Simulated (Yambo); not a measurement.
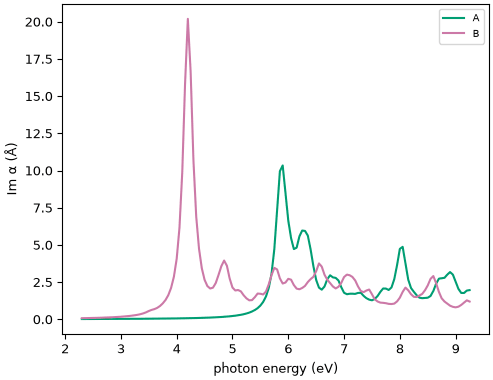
*Two computed absorption spectra of a free-standing SnO monolayer (symmetry P4/nmm, slab cell 15.3 Å high) (Yambo, PBEsol bands with the same scissor, field along x)*

Task: Which curve includes the electron-hole attraction (BSE), and where are its main peaks?

Result: Curve B: the attraction moves weight to lower energy (centre of the plotted range 5.7 eV against 7.0 eV). Its peaks lie at 4.2 eV, 4.8 eV, 5.8 eV, 6.5 eV. Settings: 6×6×1 mesh, 14 valence and 16 conduction bands, static screening with 124 bands and a 3 Ry block, scissor 2.13 eV, Tamm-Dancoff, stochastic integration of W near q = 0. The scissor comes from a G0W0 run whose convergence isn't established. Broadening 0.1 eV. The band window holds all transitions up to 11.3 eV. Fine structure above the onset can come from the mesh.

The standard potential for Sn keeps a d shell in the valence without the s and p states of that shell. In tests on such compounds this moved G0W0 gaps by up to about 0.9 eV, so absolute quasiparticle energies here are unreliable; differences between settings are what counts.

Spin-orbit coupling is included.

Geometry relaxed with PBEsol; primitive cell a = 3.7850 Å, b = 3.7850 Å, c = 15.3000 Å, α = 90.00°, β = 90.00°, γ = 90.00°.

This is a model layer cut from the bulk structure; whether it is stable on its own was not checked.
